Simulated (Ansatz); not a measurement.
# BSiH3BrOF (SMILES OB(F)[SiH2]Br): levels of theory compared

Aim: a comparison of 5 runs (HF/3-21G, B2PLYP/cc-pVDZ, CAM-B3LYP/6-31G**, B3LYP/def2-SVPD, B2PLYP/aug-cc-pVDZ) of BSiH3BrOF. 

Program for the calculation: Ansatz 0.2.0.

**1. The structure to begin with**

The species is BSiH3BrOF (8 atoms), meant as a singlet with charge 0. As SMILES, `OB(F)[SiH2]Br`. The coordinates come from a PBE0-D4/def2-TZVP relaxation. This is one conformer, not always the lowest.

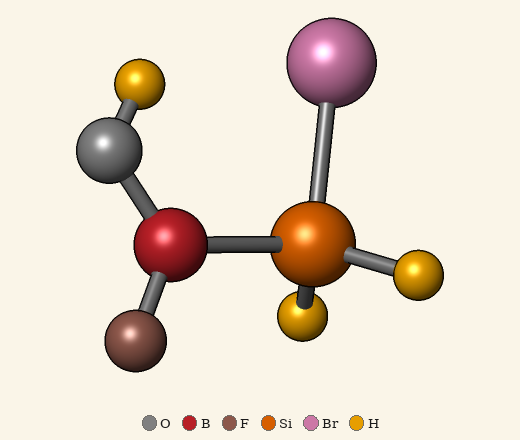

Viewed from a chosen angle; oxygen grey, boron red, fluorine brown, silicon orange, bromine pink, hydrogen amber.

**2. Energy and forces at HF/3-21G (run 1)**

in.yaml

```yaml
crystal:
  periodic: [false, false, false]
  atoms:
    - {symbol: O, position_ang: [0.941700, 0.833400, 1.457300]}
    - {symbol: B, position_ang: [0.780700, -0.286000, 0.734800]}
    - {symbol: F, position_ang: [1.516600, -1.339300, 1.065700]}
    - {symbol: Si, position_ang: [-0.532800, -0.401000, -0.816500]}
    - {symbol: Br, position_ang: [-1.485000, 1.629100, -0.924300]}
    - {symbol: H, position_ang: [0.375800, 1.555500, 1.160500]}
    - {symbol: H, position_ang: [0.113200, -0.658700, -2.126800]}
    - {symbol: H, position_ang: [-1.618200, -1.390200, -0.606500]}
basis:
  gaussian:
    orbitals: 3-21G-spherical.json
hamiltonian:
  xc: hf
output: {forces: true, orbitals: {seedname: orbitals}}
accuracy: high
```

The basis set 3-21G is read from a file made from the Basis Set Exchange's data (not shown).

The run is started by

```
$ ansatz run in.yaml --threads 1 --pin off --max-ram 2610MiB --events-out events.jsonl --progress --plain --runs-dir runs
```

The program printed:

```text
Warning: RAYON_NUM_THREADS=1 ignored (pool sized by the plan → 1); use --threads N
Functional definition: HF
  name "HF"
  exchange = exact_x
  correlation = 0
1366 factors; integrals over basis functions are off by at most 8.7e-9 eV
mean field evaluation 1: about -82916.3355 eV, gradient 3.4e1 eV
mean field evaluation 2: about -82916.6281 eV, gradient 3.5e1 eV
mean field evaluation 4: about -82919.2629 eV, gradient 2.1e0 eV
mean field evaluation 8: about -82919.2943 eV, gradient 2.0e-1 eV
mean field evaluation 16: about -82919.2944 eV, gradient 2.0e-8 eV
mean field -82919.29437370 eV, -3047.2278635170 hartree, gradient 2.0e-8 eV, S^2 0.000000; 0 other end points of the search recorded, 0 dependent functions left out
the calculation of the forces begins
reference -82919.29437370 eV, -3047.2278635170 hartree; 37, 37 occupied and 31, 31 virtual orbitals, 1366 factors
Total energy: -82919.29437370 eV, -3047.2278635170 hartree
Atom 0 at     0.941700     0.833400     1.457300 Å, force    -0.306753     0.683725    -0.020192 eV/Å
Atom 1 at     0.780700    -0.286000     0.734800 Å, force    -0.345968    -0.258958    -0.518479 eV/Å
Atom 2 at     1.516600    -1.339300     1.065700 Å, force     0.560648    -0.988514     0.162443 eV/Å
Atom 3 at    -0.532800    -0.401000    -0.816500 Å, force     0.614928    -1.607052    -0.072515 eV/Å
Atom 4 at    -1.485000     1.629100    -0.924300 Å, force    -0.756387     1.602892    -0.090029 eV/Å
Atom 5 at     0.375800     1.555500     1.160500 Å, force     0.110442     0.592564     0.411115 eV/Å
Atom 6 at     0.113200    -0.658700    -2.126800 Å, force     0.024291    -0.028298     0.096476 eV/Å
Atom 7 at    -1.618200    -1.390200    -0.606500 Å, force     0.098800     0.003641     0.031181 eV/Å
Dipole moment:    -0.127466    -0.097479    -0.191923 e Å
```

It took 2.2 s on 1 thread of Arm Neoverse V2, shared host.

**3. Energy and forces at B2PLYP/cc-pVDZ (run 2)**

input.yaml

```yaml
basis:
  gaussian:
    orbitals: cc-pVDZ
crystal:
  periodic: [false, false, false]
  atoms:
    - {symbol: O, position_ang: [0.941700, 0.833400, 1.457300]}
    - {symbol: B, position_ang: [0.780700, -0.286000, 0.734800]}
    - {symbol: F, position_ang: [1.516600, -1.339300, 1.065700]}
    - {symbol: Si, position_ang: [-0.532800, -0.401000, -0.816500]}
    - {symbol: Br, position_ang: [-1.485000, 1.629100, -0.924300]}
    - {symbol: H, position_ang: [0.375800, 1.555500, 1.160500]}
    - {symbol: H, position_ang: [0.113200, -0.658700, -2.126800]}
    - {symbol: H, position_ang: [-1.618200, -1.390200, -0.606500]}
hamiltonian:
  xc: {name: B2PLYP}
correlation:
  frozen_orbitals: {B: 1, Br: 9, F: 1, H: 0, O: 1, Si: 5}
accuracy: high
output: {forces: true, orbitals: {seedname: orbitals}}
```

The run is started by

```
$ ansatz run input.yaml --threads 1 --pin off --max-ram 2610MiB --events-out events.jsonl --progress --plain --runs-dir runs
```

The program printed, shortened:

```text
Warning: RAYON_NUM_THREADS=1 ignored (pool sized by the plan → 1); use --threads N
Functional definition: B2PLYP
  name "B2PLYP"
[...]
2263 factors; integrals over basis functions are off by at most 2.1e-8 eV
[...]
mean field -83390.80704872 eV, -3064.5556347212 hartree, gradient 3.9e-8 eV, S^2 0.000000; 0 other end points of the search recorded, 0 dependent functions left out
17 core orbitals not correlated: weight in the atoms' cores, before any rotation towards them, 1.000 or more for the frozen orbitals, at most 0.000 for the correlated occupied ones
reference -83390.80707436 eV, -3064.5556356635 hartree; 20, 20 occupied and 65, 65 virtual orbitals, 2263 factors
second order -22.39169668 eV of doubles, -0.00000000 eV of singles
[...]
Total energy: -83396.85283246 eV, -3064.7778131758 hartree
Atom 0 at     0.941700     0.833400     1.457300 Å, force     0.237708     0.096434     0.317112 eV/Å
Atom 1 at     0.780700    -0.286000     0.734800 Å, force    -0.446017     0.358831    -0.334927 eV/Å
Atom 2 at     1.516600    -1.339300     1.065700 Å, force     0.403769    -0.589461     0.175944 eV/Å
Atom 3 at    -0.532800    -0.401000    -0.816500 Å, force     0.220891    -0.342101     0.087358 eV/Å
Atom 4 at    -1.485000     1.629100    -0.924300 Å, force    -0.221503     0.454735    -0.033268 eV/Å
Atom 5 at     0.375800     1.555500     1.160500 Å, force    -0.162236     0.132166    -0.121198 eV/Å
Atom 6 at     0.113200    -0.658700    -2.126800 Å, force     0.036217    -0.033308    -0.091713 eV/Å
Atom 7 at    -1.618200    -1.390200    -0.606500 Å, force    -0.068828    -0.077296     0.000692 eV/Å
Dipole moment:    -0.093375     0.030475    -0.091555 e Å
```

Wall time 48 s (1 thread of Arm Neoverse V2, shared host); peak memory 0.45 GiB.

Runs 3 to 4 aren't shown in full; the table further down has their settings and results.

**4. Energy and forces at B2PLYP/aug-cc-pVDZ (run 5)**

Edit input.yaml of step 3 so:

```diff
@@ -1,4 +1 @@
-basis:
-  gaussian:
-    orbitals: cc-pVDZ
 crystal:
@@ -14,4 +11,10 @@
     - {symbol: H, position_ang: [-1.618200, -1.390200, -0.606500]}
+basis:
+  gaussian:
+    orbitals: aug-cc-pVDZ
 hamiltonian:
   xc: {name: B2PLYP}
+output:
+  forces: true
+  orbitals: {seedname: orbitals}
 correlation:
@@ -19,2 +22 @@
 accuracy: high
-output: {forces: true, orbitals: {seedname: orbitals}}
```

The run is started by

```
$ ansatz run input.yaml --threads 1 --pin off --max-ram 2610MiB --events-out events.jsonl --progress --plain --runs-dir runs
```

The program printed, shortened:

```text
Warning: RAYON_NUM_THREADS=1 ignored (pool sized by the plan → 1); use --threads N
[... 2 set-up lines as earlier in the session ...]
[...]
3127 factors; integrals over basis functions are off by at most 4.5e-9 eV
[...]
mean field -83391.36745185 eV, -3064.5762291564 hartree, gradient 4.2e-8 eV, S^2 0.000000; 0 other end points of the search recorded, 0 dependent functions left out
17 core orbitals not correlated: weight in the atoms' cores, before any rotation towards them, 1.000 or more for the frozen orbitals, at most 0.000 for the correlated occupied ones
reference -83391.36748643 eV, -3064.5762304274 hartree; 20, 20 occupied and 122, 122 virtual orbitals, 3127 factors
second order -23.96093514 eV of doubles, -0.00000000 eV of singles
[...]
Total energy: -83397.83693892 eV, -3064.8139784212 hartree
Atom 0 at     0.941700     0.833400     1.457300 Å, force     0.200368     0.318969     0.381766 eV/Å
Atom 1 at     0.780700    -0.286000     0.734800 Å, force    -0.646499     0.392449    -0.547080 eV/Å
Atom 2 at     1.516600    -1.339300     1.065700 Å, force     0.595518    -0.837833     0.274727 eV/Å
Atom 3 at    -0.532800    -0.401000    -0.816500 Å, force     0.223556    -0.460551     0.033418 eV/Å
Atom 4 at    -1.485000     1.629100    -0.924300 Å, force    -0.253051     0.499459    -0.047685 eV/Å
Atom 5 at     0.375800     1.555500     1.160500 Å, force    -0.094740     0.139331    -0.040888 eV/Å
Atom 6 at     0.113200    -0.658700    -2.126800 Å, force     0.034897    -0.006046    -0.068898 eV/Å
Atom 7 at    -1.618200    -1.390200    -0.606500 Å, force    -0.060048    -0.045778     0.014639 eV/Å
Dipole moment:    -0.128656     0.008149    -0.142499 e Å
```

Run time: 1.7 min. Hardware: 1 thread of Arm Neoverse V2, shared host; peak memory 0.92 GiB.

**5. The series**

| run | level | frozen core orbitals | energy (Eh) | dipole moment (D) | HOMO energy (eV) | LUMO energy (eV) | wall time |
| --- | --- | --- | --- | --- | --- | --- | --- |
| 1 | HF/3-21G | – | -3047.227864 | 1.20 | -11.24 | 2.68 | 2.2 s |
| 2 | B2PLYP/cc-pVDZ | 17 | -3064.777813 | 0.64 | -9.39 | 0.62 | 48 s |
| 3 | CAM-B3LYP/6-31G** (spherical functions) | – | -3065.254253 | 0.64 | -9.57 | 0.53 | 20 s |
| 4 | B3LYP/def2-SVPD | – | -3065.038661 | 1.02 | -8.24 | -1.24 | 32 s |
| 5 | B2PLYP/aug-cc-pVDZ | 17 | -3064.813978 | 0.92 | -9.55 | 0.10 | 1.7 min |

**6. Summary of results**

| quantity | value |
| --- | --- |
| run 5: total energy | -3064.81398 Eh |
| run 5: dipole moment (SCF part) | 0.92 D |
| run 5: HOMO energy (SCF part's orbitals) | -9.55 eV |
| run 5: LUMO energy (SCF part's orbitals) | 0.10 eV |
| run 5: HOMO–LUMO gap (SCF part's orbitals) | 9.64 eV |
| run 5: largest force on an atom | 1.064 eV/Å |

In words: The dipole moment (its size) runs from 0.64 D (CAM-B3LYP/6-31G**) to 1.20 D (HF/3-21G). The two ends differ in method and basis. The HOMO–LUMO gap runs from 7.00 eV (B3LYP/def2-SVPD) to 13.92 eV (HF/3-21G). Totals of different functionals can't be ranked against each other. All runs together took 3.4 min, the longest 1.7 min.
